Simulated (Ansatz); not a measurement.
# HfBrF3: an energy map over bond length Hf2–F3 and bond length Hf2–F4

Aim: map the energy of BrF₃Hf, SMILES [F][Hf]([F])([F])[Br] over two coordinates, and find its wells, ridges and stiffness.

The runs use Ansatz 0.2.0; RKS CAM-B3LYP-D4/def2-SVP.

### 1 The system as given

SMILES `[F][Hf]([F])([F])[Br]`, 5 atoms, charge 0, spin multiplicity 1.

Atoms are counted from 1 here; the program's logs count them from 0.

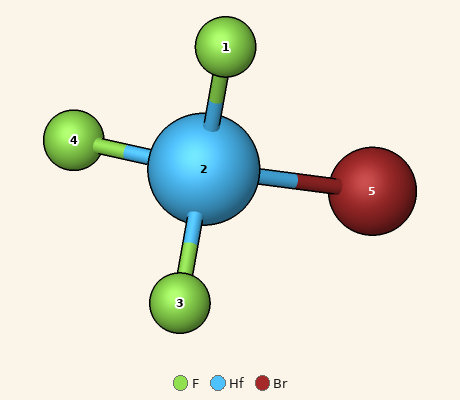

As it starts; fluorine green, hafnium blue, bromine red; atoms are numbered from 1 in the order of the file.

Coordinates:

```xyz
5
charge 0, multiplicity 1
F    -0.7641   -0.2694    1.7732
Hf    0.0131   -0.1543    0.0335
F     1.7621   -0.9175    0.0855
F    -1.0606   -1.1517   -1.1896
Br    0.1417    2.2413   -0.6925
```

This geometry comes from a loose relaxation at PBE in a small basis, which is not shown.

### 2 Geometry optimisation

Contents of input.yaml:

```yaml
crystal:
  periodic: [false, false, false]
  atoms:
    - { symbol: F, position_ang: [-0.764147, -0.269392, 1.773213] }
    - { symbol: Hf, position_ang: [0.013132, -0.154292, 0.033517] }
    - { symbol: F, position_ang: [1.762126, -0.9175, 0.085497] }
    - { symbol: F, position_ang: [-1.06064, -1.151722, -1.189615] }
    - { symbol: Br, position_ang: [0.141719, 2.241275, -0.692502] }
basis:
  gaussian: { orbitals: def2-SVP }
hamiltonian:
  xc: { name: CAM-B3LYP }
  dispersion: d4
output:
  forces: true
relax:
  f_tol: 0.003
  max_steps: 120
```

On the command line:

```
$ ansatz run input.yaml --threads 1 --pin off --max-ram 2560MiB --backend cpu --events-out ev --progress --plain --runs-dir out
```

The program printed (excerpt; [...] marks lines left out):

```text
Warning: RAYON_NUM_THREADS=1 ignored (pool sized by the plan → 1); use --threads N
[...]
Functional definition: CAM-B3LYP
[...]
1084 factors; integrals over basis functions are off by at most 3.3e-4 eV
296 factors; integrals over basis functions are off by at most 7.0e-6 eV
[...]
mean field -79498.33948756 eV, -2921.5100902581 hartree, gradient 8.6e-5 eV, S^2 0.000000; 0 other end points of the search recorded, 0 dependent functions left out
[...]
reference -79498.33963320 eV, -2921.5100956102 hartree; 37, 37 occupied and 69, 69 virtual orbitals, 1084 factors
relax step   1: F+E_penalty+E_count = -79498.43144369 eV  Δ(F+E_penalty+E_count) = +0.000e0 eV  max|allowed force component| = 3.450e-1 eV/Å  Δτ_max = 0.0000 Å  (25 SCF iters, accepted)
[...]
relax step   3: F+E_penalty+E_count = -79498.43850242 eV  Δ(F+E_penalty+E_count) = -9.933e-4 eV  max|allowed force component| = 8.608e-3 eV/Å  Δτ_max = 0.0095 Å  (30 SCF iters, accepted)
[...]
relax step   4: F+E_penalty+E_count = -79498.43852029 eV  Δ(F+E_penalty+E_count) = -1.788e-5 eV  max|allowed force component| = 2.634e-3 eV/Å  Δτ_max = 0.0019 Å  (32 SCF iters, accepted)
1084 factors; integrals over basis functions are off by at most 3.3e-4 eV
296 factors; integrals over basis functions are off by at most 6.9e-6 eV
mean field -79498.34616601 eV, -2921.5103356864 hartree, gradient 2.4e-5 eV, S^2 0.000000; 1 other end points of the search recorded, 0 dependent functions left out
[...]
reference -79498.34631127 eV, -2921.5103410245 hartree; 37, 37 occupied and 69, 69 virtual orbitals, 1084 factors
Total energy: -79498.43866555 eV, -2921.5137349819 hartree
Atom 0 at    -0.758484    -0.272690     1.762089 Å, force     0.000887     0.000045    -0.001880 eV/Å
Atom 1 at     0.012926    -0.152391     0.033011 Å, force    -0.000078    -0.002634     0.000815 eV/Å
Atom 2 at     1.748984    -0.915639     0.086384 Å, force    -0.002033     0.000794    -0.000021 eV/Å
Atom 3 at    -1.052993    -1.148458    -1.179809 Å, force     0.001173     0.000984     0.001329 eV/Å
Atom 4 at     0.141757     2.237547    -0.691565 Å, force     0.000051     0.000811    -0.000243 eV/Å
Dipole moment:    -0.000590    -0.010532     0.003280 e Å
```

Wall time 36 s (1 thread of Arm Neoverse V2, shared host); peak memory 0.3 GiB.

Step by step:

| step | energy from step 1 (eV) | largest force component (eV/Å) |
| --- | --- | --- |
| 1 | 0.0000 | 0.3450 |
| 2 | -0.0061 | 0.1556 |
| 3 | -0.0071 | 0.0086 |
| 4 | -0.0071 | 0.0026 |

Close pairs (by a distance rule), those that changed most:

| bond | before (Å) | after (Å) | change (Å) |
| --- | --- | --- | --- |
| Hf2–F3 | 1.909 | 1.897 | -0.012 |
| F1–Hf2 | 1.909 | 1.897 | -0.012 |
| Hf2–F4 | 1.909 | 1.897 | -0.012 |
| Hf2–Br5 | 2.506 | 2.501 | -0.006 |

### 3 The grid

The axes are (1) bond length Hf2–F3: 15 values from 1.670 to 2.371 Å; (2) bond length Hf2–F4: 15 values from 1.594 to 2.466 Å.

Nothing else is relaxed (all other coordinates rigid). Energies count from the relaxed molecule at the same level. Points are written as (first, second).

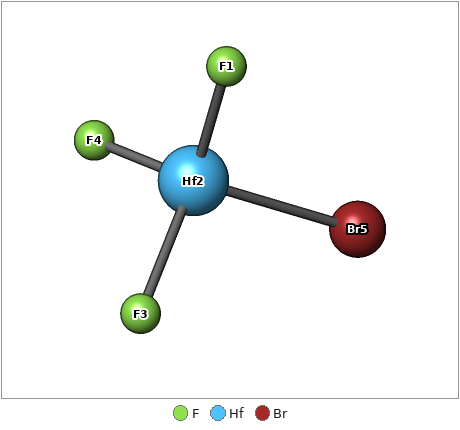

The geometry at (2.071 Å, 1.656 Å).

Below, 3 of the grid's runs; all are launched alike.

### 4 Grid point (2.071 Å, 1.656 Å)

Contents of input.yaml:

```yaml
crystal:
  periodic: [false, false, false]
  atoms:
    - { symbol: F, position_ang: [-0.758484, -0.27269, 1.762089] }
    - { symbol: Hf, position_ang: [0.012926, -0.152391, 0.033011] }
    - { symbol: F, position_ang: [1.908042, -0.985568, 0.091275] }
    - { symbol: F, position_ang: [-0.917491, -1.021836, -1.025633] }
    - { symbol: Br, position_ang: [0.141757, 2.237547, -0.691565] }
basis:
  gaussian: { orbitals: def2-SVP }
hamiltonian:
  xc: { name: CAM-B3LYP }
  dispersion: d4
output:
  forces: true
```

On the command line:

```
$ ansatz run input.yaml --threads 1 --pin off --max-ram 2560MiB --backend cpu --events-out ev --progress --plain --runs-dir out
```

The program printed (excerpt; [...] marks lines left out):

```text
Warning: RAYON_NUM_THREADS=1 ignored (pool sized by the plan → 1); use --threads N
[...]
[... 1 set-up line as earlier in the session ...]
[...]
1005 factors; integrals over basis functions are off by at most 6.3e-4 eV
238 factors; integrals over basis functions are off by at most 1.5e-5 eV
[...]
mean field -79496.75224928 eV, -2921.4517603272 hartree, gradient 7.8e-5 eV, S^2 0.000000; 0 other end points of the search recorded, 0 dependent functions left out
[...]
reference -79496.75239301 eV, -2921.4517656089 hartree; 37, 37 occupied and 69, 69 virtual orbitals, 1005 factors
Total energy: -79496.84544910 eV, -2921.4551853570 hartree
Atom 0 at    -0.758484    -0.272690     1.762089 Å, force    -0.253263    -0.084005     0.041354 eV/Å
Atom 1 at     0.012926    -0.152391     0.033011 Å, force    10.620510     5.527704     8.434888 eV/Å
Atom 2 at     1.908042    -0.985568     0.091275 Å, force    -2.964750     1.182860    -0.191145 eV/Å
Atom 3 at    -0.917491    -1.021836    -1.025633 Å, force    -7.282568    -6.696303    -8.163730 eV/Å
Atom 4 at     0.141757     2.237547    -0.691565 Å, force    -0.119929     0.069744    -0.121368 eV/Å
Dipole moment:    -0.347741    -0.111581    -0.191281 e Å
```

Wall time 6.9 s (1 thread of Arm Neoverse V2, shared host); peak memory 0.26 GiB.

That is 37 kcal/mol from the zero.

### 5 Grid point (1.820 Å, 2.404 Å)

Contents of input.yaml:

```yaml
crystal:
  periodic: [false, false, false]
  atoms:
    - { symbol: F, position_ang: [-0.758484, -0.27269, 1.762089] }
    - { symbol: Hf, position_ang: [0.012926, -0.152391, 0.033011] }
    - { symbol: F, position_ang: [1.678359, -0.884589, 0.084213] }
    - { symbol: F, position_ang: [-1.337752, -1.414556, -1.503812] }
    - { symbol: Br, position_ang: [0.141757, 2.237547, -0.691565] }
basis:
  gaussian: { orbitals: def2-SVP }
hamiltonian:
  xc: { name: CAM-B3LYP }
  dispersion: d4
output:
  forces: true
```

On the command line:

```
$ ansatz run input.yaml --threads 1 --pin off --max-ram 2560MiB --backend cpu --events-out ev --progress --plain --runs-dir out
```

The program printed (excerpt; [...] marks lines left out):

```text
Warning: RAYON_NUM_THREADS=1 ignored (pool sized by the plan → 1); use --threads N
[...]
[... 1 set-up line as earlier in the session ...]
[...]
1005 factors; integrals over basis functions are off by at most 6.5e-4 eV
238 factors; integrals over basis functions are off by at most 1.6e-5 eV
[...]
mean field -79496.40949926 eV, -2921.4391644961 hartree, gradient 3.6e-5 eV, S^2 0.000000; 0 other end points of the search recorded, 0 dependent functions left out
[...]
reference -79496.40964653 eV, -2921.4391699082 hartree; 37, 37 occupied and 69, 69 virtual orbitals, 1005 factors
Total energy: -79496.49963129 eV, -2921.4424767870 hartree
Atom 0 at    -0.758484    -0.272690     1.762089 Å, force     0.285785     0.078699    -0.293987 eV/Å
Atom 1 at     0.012926    -0.152391     0.033011 Å, force    -5.286371    -1.582340    -3.223860 eV/Å
Atom 2 at     1.678359    -0.884589     0.084213 Å, force     2.098785    -0.809627     0.157033 eV/Å
Atom 3 at    -1.337752    -1.414556    -1.503812 Å, force     2.830957     2.611582     3.191392 eV/Å
Atom 4 at     0.141757     2.237547    -0.691565 Å, force     0.070844    -0.298315     0.169423 eV/Å
Dipole moment:     0.373379     0.281055     0.315821 e Å
```

It took 7 s on 1 thread of Arm Neoverse V2, shared host; peak memory 0.26 GiB.

On the map this point reads 45 kcal/mol.

### 6 Grid point (1.920 Å, 1.905 Å)

Contents of input.yaml:

```yaml
crystal:
  periodic: [false, false, false]
  atoms:
    - { symbol: F, position_ang: [-0.758484, -0.27269, 1.762089] }
    - { symbol: Hf, position_ang: [0.012926, -0.152391, 0.033011] }
    - { symbol: F, position_ang: [1.769866, -0.92482, 0.087026] }
    - { symbol: F, position_ang: [-1.057391, -1.152567, -1.184813] }
    - { symbol: Br, position_ang: [0.141757, 2.237547, -0.691565] }
basis:
  gaussian: { orbitals: def2-SVP }
hamiltonian:
  xc: { name: CAM-B3LYP }
  dispersion: d4
output:
  forces: true
```

On the command line:

```
$ ansatz run input.yaml --threads 1 --pin off --max-ram 2560MiB --backend cpu --events-out ev --progress --plain --runs-dir out
```

The program printed (excerpt; [...] marks lines left out):

```text
Warning: RAYON_NUM_THREADS=1 ignored (pool sized by the plan → 1); use --threads N
[...]
[... 1 set-up line as earlier in the session ...]
[...]
1005 factors; integrals over basis functions are off by at most 6.4e-4 eV
238 factors; integrals over basis functions are off by at most 1.5e-5 eV
[...]
mean field -79498.33777956 eV, -2921.5100274900 hartree, gradient 1.8e-5 eV, S^2 0.000000; 0 other end points of the search recorded, 0 dependent functions left out
[...]
reference -79498.33792511 eV, -2921.5100328390 hartree; 37, 37 occupied and 69, 69 virtual orbitals, 1005 factors
Total energy: -79498.42996867 eV, -2921.5134153775 hartree
Atom 0 at    -0.758484    -0.272690     1.762089 Å, force     0.009598     0.010360    -0.039065 eV/Å
Atom 1 at     0.012926    -0.152391     0.033011 Å, force     0.462220    -0.396222    -0.124179 eV/Å
Atom 2 at     1.769866    -0.924820     0.087026 Å, force    -0.600380     0.268343    -0.016095 eV/Å
Atom 3 at    -1.057391    -1.152567    -1.184813 Å, force     0.136781     0.143821     0.167966 eV/Å
Atom 4 at     0.141757     2.237547    -0.691565 Å, force    -0.008219    -0.026302     0.011373 eV/Å
Dipole moment:    -0.019236     0.010121     0.006701 e Å
```

Wall time 7.1 s (1 thread of Arm Neoverse V2, shared host); peak memory 0.26 GiB.

That is 0.20 kcal/mol from the zero.

### 7 The map

225 points were computed. Energies in kcal/mol, from the relaxed molecule at the same level:

```
bond length Hf2–F4 (Å) ↓, bond length Hf2–F3 (Å) →  1.670  1.720  1.770  1.820  1.870  1.920  1.970  2.020  2.071  2.121  2.171  2.221  2.271  2.321  2.371
                                             2.466     73     63     56     52     50     51     53     56     60     65     71     76     82     88     94
                                             2.404     66     56     49     45     43     44     46     49     53     58     63     69     75     81     87
                                             2.342     59     49     42     38     36     36     38     42     46     50     56     61     67     73     79
                                             2.279     53     42     34     30     29     29     31     34     38     43     48     54     60     66     72
                                             2.217     46     35     28     24     22     22     24     27     31     36     41     47     52     58     64
                                             2.155     40     29     22     17     16     16     18     21     25     29     34     40     46     51     57
                                             2.092     34     23     16     12     10     10     12     15     19     23     28     34     39     45     51
                                             2.030     30     19     11      7      5      5      7     10     14     18     23     28     34     40     46
                                             1.968     27     16      8      4      2      2      3      6     10     14     19     25     30     36     42
                                             1.905     26     14      7      2      0      0      2      4      8     12     17     23     28     34     40
                                             1.843     28     16      8      4      1      1      3      5      9     13     18     23     29     34     40
                                             1.781     33     21     13      8      6      6      7     10     13     17     22     27     32     38     44
                                             1.718     42     31     23     18     15     15     16     19     22     26     31     36     41     47     52
                                             1.656     58     46     38     33     31     30     31     33     37     41     45     50     56     61     67
                                             1.594     82     70     61     56     54     53     54     56     59     63     68     73     78     83     89
```

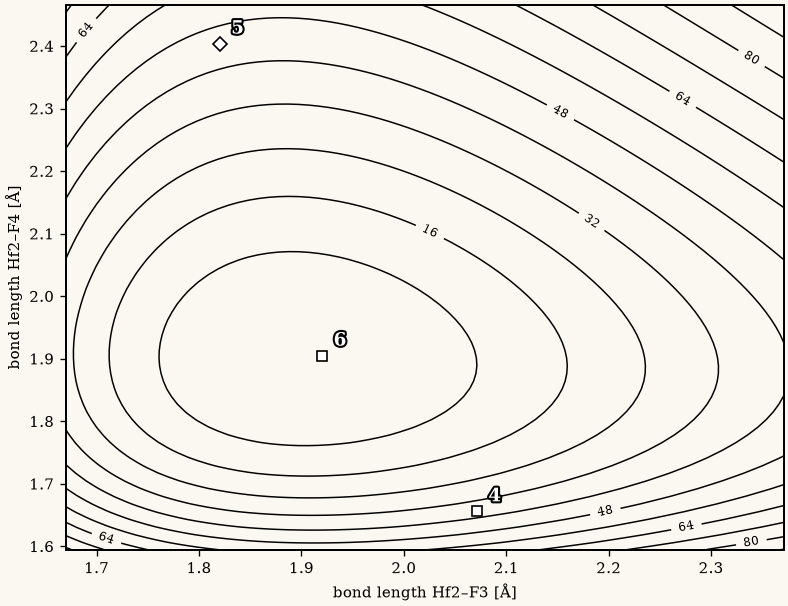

The map; numbers mark the steps of this session that print a point's run. In the figure: contour lines labelled in kcal/mol. Between grid points the surface is interpolated.

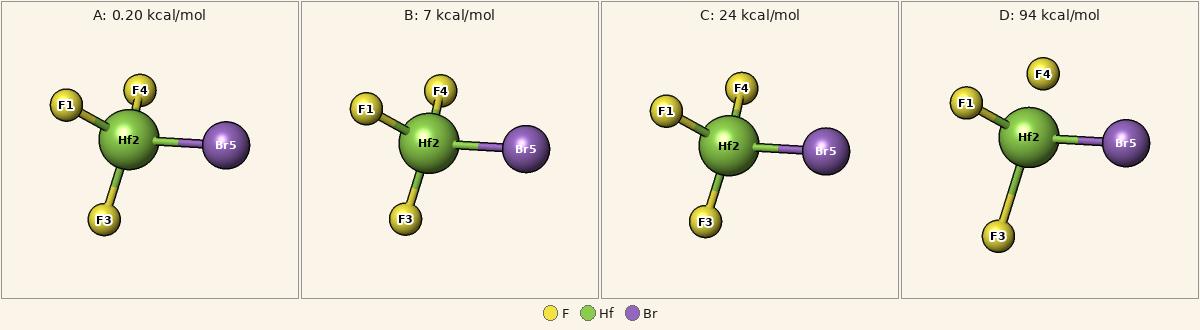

Structures on the grid, at one scale: A at (1.920 Å, 1.905 Å); B at (1.820 Å, 2.030 Å); C at (1.820 Å, 2.217 Å); D at (2.371 Å, 2.466 Å).

On the same grid, dipole moment (D):

| bond length Hf2–F4 (Å) ↓, bond length Hf2–F3 (Å) → | 1.670 | 1.720 | 1.770 | 1.820 | 1.870 | 1.920 | 1.970 | 2.020 | 2.071 | 2.121 | 2.171 | 2.221 | 2.271 | 2.321 | 2.371 |
| --- | --- | --- | --- | --- | --- | --- | --- | --- | --- | --- | --- | --- | --- | --- | --- |
| 2.466 | 3.44 | 3.25 | 3.10 | 2.98 | 2.90 | 2.84 | 2.81 | 2.81 | 2.84 | 2.89 | 2.96 | 3.04 | 3.14 | 3.25 | 3.37 |
| 2.404 | 3.19 | 2.99 | 2.83 | 2.71 | 2.62 | 2.56 | 2.54 | 2.55 | 2.58 | 2.64 | 2.72 | 2.82 | 2.93 | 3.05 | 3.19 |
| 2.342 | 2.93 | 2.73 | 2.56 | 2.43 | 2.33 | 2.28 | 2.26 | 2.27 | 2.32 | 2.40 | 2.49 | 2.60 | 2.73 | 2.87 | 3.01 |
| 2.279 | 2.68 | 2.46 | 2.28 | 2.14 | 2.04 | 1.98 | 1.97 | 1.99 | 2.06 | 2.14 | 2.26 | 2.39 | 2.53 | 2.68 | 2.84 |
| 2.217 | 2.43 | 2.20 | 2.00 | 1.84 | 1.74 | 1.68 | 1.67 | 1.71 | 1.79 | 1.90 | 2.04 | 2.19 | 2.35 | 2.52 | 2.69 |
| 2.155 | 2.19 | 1.94 | 1.72 | 1.55 | 1.43 | 1.37 | 1.37 | 1.43 | 1.54 | 1.67 | 1.83 | 2.01 | 2.19 | 2.38 | 2.57 |
| 2.092 | 1.97 | 1.68 | 1.44 | 1.24 | 1.11 | 1.05 | 1.07 | 1.15 | 1.29 | 1.46 | 1.65 | 1.85 | 2.06 | 2.26 | 2.47 |
| 2.030 | 1.76 | 1.46 | 1.18 | 0.95 | 0.78 | 0.72 | 0.77 | 0.90 | 1.09 | 1.30 | 1.52 | 1.74 | 1.97 | 2.19 | 2.41 |
| 1.968 | 1.60 | 1.27 | 0.96 | 0.68 | 0.46 | 0.38 | 0.50 | 0.71 | 0.96 | 1.21 | 1.45 | 1.69 | 1.93 | 2.16 | 2.39 |
| 1.905 | 1.50 | 1.15 | 0.82 | 0.50 | 0.20 | 0.11 | 0.39 | 0.67 | 0.94 | 1.21 | 1.46 | 1.71 | 1.96 | 2.19 | 2.43 |
| 1.843 | 1.48 | 1.15 | 0.84 | 0.57 | 0.38 | 0.39 | 0.57 | 0.81 | 1.07 | 1.32 | 1.56 | 1.81 | 2.05 | 2.28 | 2.51 |
| 1.781 | 1.56 | 1.26 | 1.01 | 0.83 | 0.74 | 0.77 | 0.90 | 1.08 | 1.30 | 1.52 | 1.75 | 1.98 | 2.21 | 2.43 | 2.66 |
| 1.718 | 1.73 | 1.49 | 1.31 | 1.19 | 1.15 | 1.19 | 1.29 | 1.43 | 1.61 | 1.81 | 2.01 | 2.22 | 2.43 | 2.65 | 2.86 |
| 1.656 | 1.99 | 1.80 | 1.67 | 1.59 | 1.57 | 1.61 | 1.70 | 1.83 | 1.98 | 2.15 | 2.33 | 2.52 | 2.72 | 2.91 | 3.11 |
| 1.594 | 2.32 | 2.17 | 2.08 | 2.03 | 2.03 | 2.07 | 2.15 | 2.25 | 2.39 | 2.54 | 2.70 | 2.87 | 3.05 | 3.23 | 3.42 |

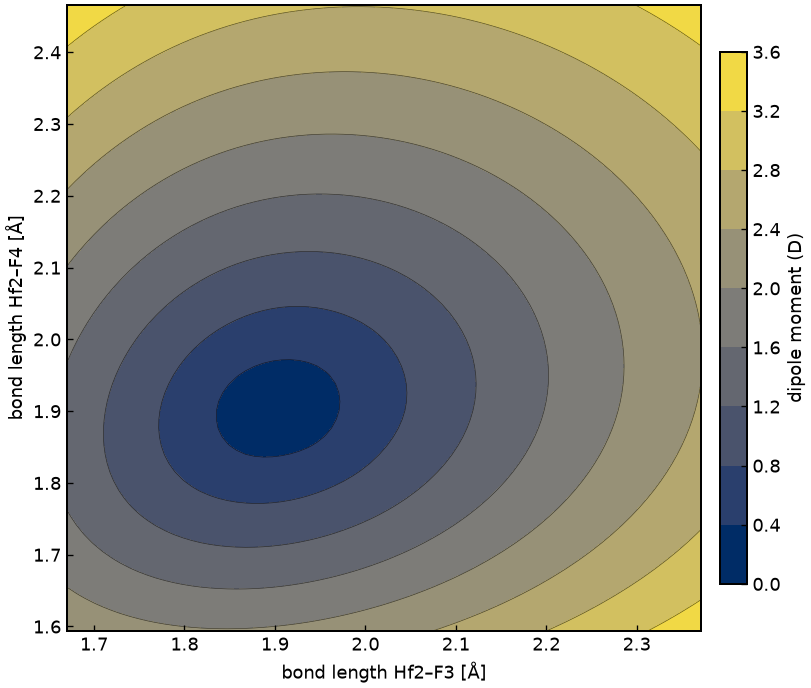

The dipole moment over the grid. The picture shows filled contours. Between grid points the surface is interpolated.

### 8 Results

| quantity | value |
| --- | --- |
| lowest point | (1.920 Å, 1.905 Å), 0.20 kcal/mol |
| highest computed point | (2.371 Å, 2.466 Å), 94 kcal/mol above the lowest |
| dipole moment (D) | 0.11 at (1.920 Å, 1.905 Å) to 3.44 at (1.670 Å, 2.466 Å); 0.11 at the lowest point |
| time for the whole task | 27 min on 1 thread, shared host |

The lowest computed point is at (1.920 Å, 1.905 Å), 0.20 kcal/mol from the relaxed molecule at the same level. The grid shows no well of another kind. The highest computed point, (2.371 Å, 2.466 Å), lies 94 kcal/mol above the lowest. Round the minimum the two coordinates are nearly uncoupled.
